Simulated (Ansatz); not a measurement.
**Ligand exchange: C2H3Br + C2H8Si2 → C2H6Si + C2H5BrSi**

Species: C2H3Br (vinyl bromide) `C=CBr`, singlet; C2H8Si2 `C=C[SiH2][SiH3]`, singlet; C2H6Si (vinylsilane) `C=C[SiH3]`, singlet; C2H5BrSi `C=C[SiH2]Br`, singlet. The partners trade Br for SiH3: C–Br and Si–SiH3 bonds give way to C–SiH3 and Si–Br.

Shapes, held fixed at every level: PBE0-D4/def2-TZVP. Flexible molecules stand in one conformer, not always the lowest. Programs: Ansatz 0.2.0. The zero-point and thermal change to 298 K, harmonic and unscaled (PBE0-D4/def2-TZVP), is +3.0 kJ/mol.

| level | kind | ΔH(298 K) (kJ/mol) | less CCSD(T)/def2-TZVPP | CPU time (sum over the molecules) |
| --- | --- | --- | --- | --- |
| HF/def2-TZVPP | Hartree–Fock | -163.9 | -24.9 | – |
| PBE-D4/def2-TZVPP | GGA | -120.3 | +18.7 | 29 s |
| B3LYP-D4/def2-TZVPP | global hybrid | -137.1 | +1.9 | 52 s |
| PBE0-D4/def2-TZVPP | global hybrid | -131.3 | +7.7 | 34 s |
| wB97M-V/def2-TZVPP | range-separated hybrid | -147.8 | -8.8 | 2.1 min |
| CCSD/def2-SVP | coupled cluster or CI | -141.1 | -2.1 | – |
| CCSD(T)/def2-TZVPP | coupled cluster or CI | -139.0 | 0.0 | 16 min |

The highest level, CCSD(T)/def2-TZVPP, gives ΔH(298 K) = -139.0 kJ/mol; the levels span -163.9 to -120.3. The column of differences is taken from that level and isn't an error. No measured value is set beside it here. Relativity is left out for Br unless named. Correlated rows may include outer-core shells of Br, which these sets cover unevenly. Times are processor times on shared x86 and Arm servers, and rough.

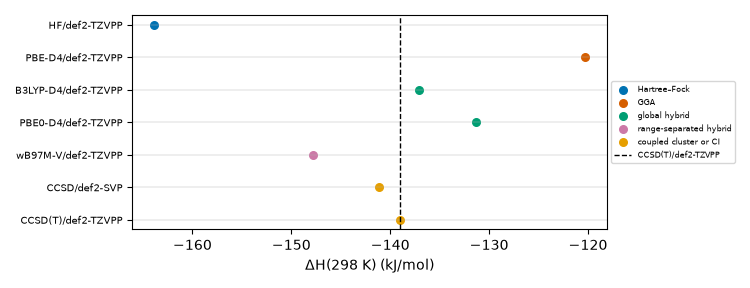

The values of the table, level by level.
